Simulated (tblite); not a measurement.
# C4H13N2PSi2: the cost of one run

Programs: tblite 0.8.0 and PySCF 2.14.0, with density-fitted response routines of our own. Each step states its level of theory. These are calculated values for one molecule in the gas phase, unless marked as measured. Atoms count from 0, in the outputs and in this text.

## Step 1: The starting structure

22 atoms, charge 0, multiplicity 1; geometry from: force field or distance geometry start.

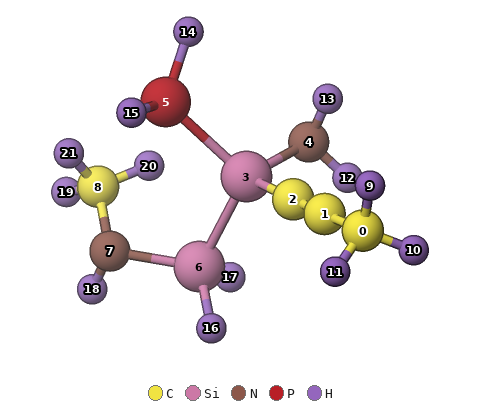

As it starts; carbon yellow, silicon pink, nitrogen brown, phosphorus red, hydrogen purple, atoms numbered.

## Step 2: Optimising the geometry with GFN2-xTB

Job settings and geometry (Å):

```
{"job": {"kind": "relax", "xc": "GFN2-xTB", "basis": "xTB"}, "charge": 0, "multiplicity": 1}
C     -4.351900     0.498800    -0.831200
C     -2.958800     0.347700    -0.403200
C     -1.797300     0.221400    -0.024500
Si    -0.107200     0.083400     0.523300
N     -0.175200    -0.754100     2.139200
P      0.917400     2.010000     0.709200
Si     1.107600    -1.202700    -0.822100
N      2.604700    -0.328900    -1.312300
C      3.320500     0.202100    -0.163400
H     -4.832100     1.391600    -0.384600
H     -4.926400    -0.394000    -0.520600
H     -4.359400     0.545300    -1.931500
H     -0.679300    -1.667600     2.041700
H     -0.721400    -0.090300     2.739800
H      0.784400     2.601200     2.034900
H      0.550400     2.939900    -0.327400
H      0.321300    -1.636900    -1.975300
H      1.549300    -2.426100    -0.093300
H      3.250800    -1.039000    -1.753600
H      4.388600    -0.112400    -0.134300
H      2.781500    -0.159400     0.739000
H      3.322100     1.312000    -0.250900
```

Command:

```sh
OMP_NUM_THREADS=1 python probes_run.py task.json out
```

This one command runs all jobs of the session in turn.

**Question.** How long does this first job take on 1 thread of Arm Neoverse N1, shared host, and how much memory does it need?

About 2.8 s, with a peak of 0.18 GiB.
